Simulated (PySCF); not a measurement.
## Electronic structure of C₄H₉ClO₂Si₂ in real space

```yaml
atoms:
  - { symbol: C, position_ang: [-3.3345, 0.2485, -0.3495] }
  - { symbol: O, position_ang: [-2.1512, 0.3340, -1.1077] }
  - { symbol: C, position_ang: [-0.9607, 0.2975, -0.4399] }
  - { symbol: C, position_ang: [-0.8042, 0.2143, 0.8843] }
  - { symbol: O, position_ang: [0.4344, 0.1674, 1.4583] }
  - { symbol: Si, position_ang: [1.7862, 0.3570, 0.5326] }
  - { symbol: C, position_ang: [2.9348, -1.0948, 1.0045] }
  - { symbol: Cl, position_ang: [4.5222, -0.8162, 0.2507] }
  - { symbol: Si, position_ang: [0.6328, 0.3446, -1.4681] }
  - { symbol: H, position_ang: [-4.1522, 0.2921, -1.0667] }
  - { symbol: H, position_ang: [-3.4187, 1.0841, 0.3527] }
  - { symbol: H, position_ang: [-3.3825, -0.6941, 0.2058] }
  - { symbol: H, position_ang: [-1.5923, 0.1722, 1.6226] }
  - { symbol: H, position_ang: [2.4155, 1.5831, 1.0322] }
  - { symbol: H, position_ang: [2.5898, -2.0640, 0.6516] }
  - { symbol: H, position_ang: [3.1055, -1.1602, 2.0765] }
  - { symbol: H, position_ang: [0.6993, -0.8251, -2.3511] }
  - { symbol: H, position_ang: [0.6672, 1.5658, -2.2741] }
```

Geometry: GFN2-xTB.

Theory: PBE0/pcSseg-1, SCF density, gas phase, non-relativistic (PySCF 2.14.0).

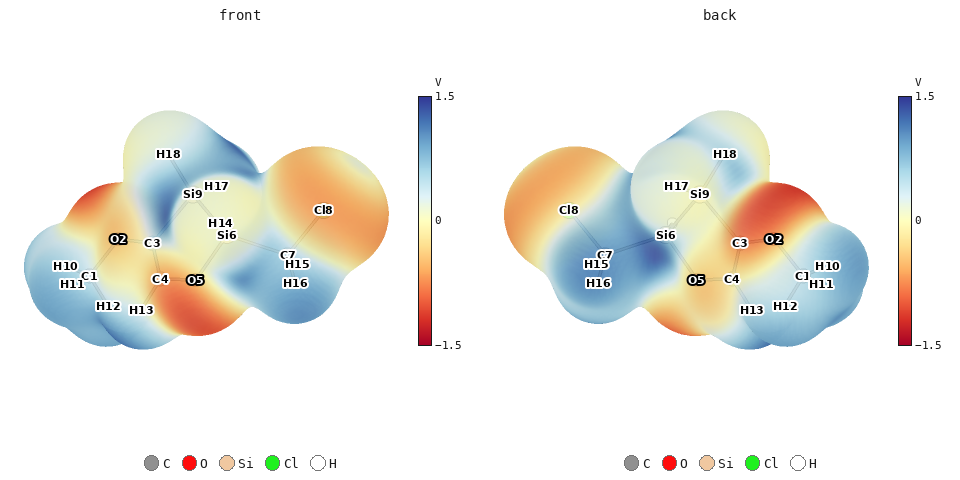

Figure 1. The molecular electrostatic potential painted on the density surface at 0.002 e/bohr³, seen from the front and from behind; the colour scale runs from red (negative) to blue (positive).

> Which sites attract a positive test charge, and which a negative one?

A positive charge is drawn to the negative regions and a negative charge to the positive ones. The most negative region (about −1.1 V) lies over O2, the most positive (about +1.3 V) over Si6 and Si9. Cl8 shows a σ-hole: about +0.2 V at the tip opposite its bond, against about −0.5 V on its flanks. O2 is the likeliest acceptor of a hydrogen bond.

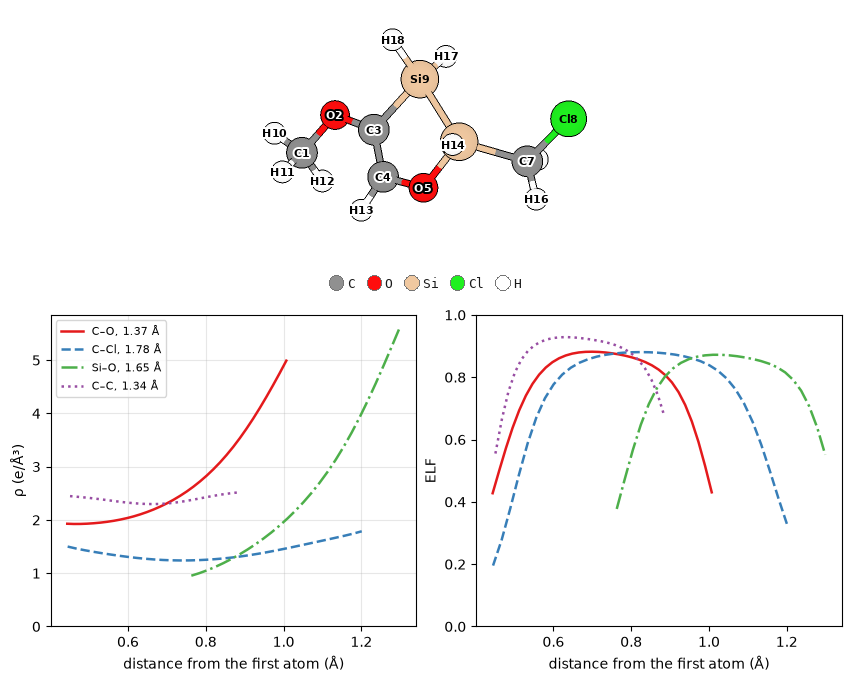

Figure 2. Total electron density and ELF along straight lines between neighbouring atoms. The curves leave out the atomic cores. The structure is drawn too.

> What can be read from the curves?

C–O (1.37 Å): ρ is about 2.3 e/Å³ halfway, with its minimum of 1.9 e/Å³ about 0.5 Å from C; the ELF peaks at about 0.90 between the atoms, as expected for a polar covalent bond.
C–Cl (1.78 Å): ρ at the midpoint is about 1.3 e/Å³; the ELF peaks at about 0.90 between the atoms, as expected for localised, covalent bonding.
Si–O (1.65 Å): ρ at the midpoint is about 1.1 e/Å³; the ELF peaks at about 0.85 between the atoms; a polar covalent bond.
C–C (1.34 Å): ρ at the midpoint is about 2.3 e/Å³; the ELF peaks at about 0.95 between the atoms; a short, multiple covalent bond.
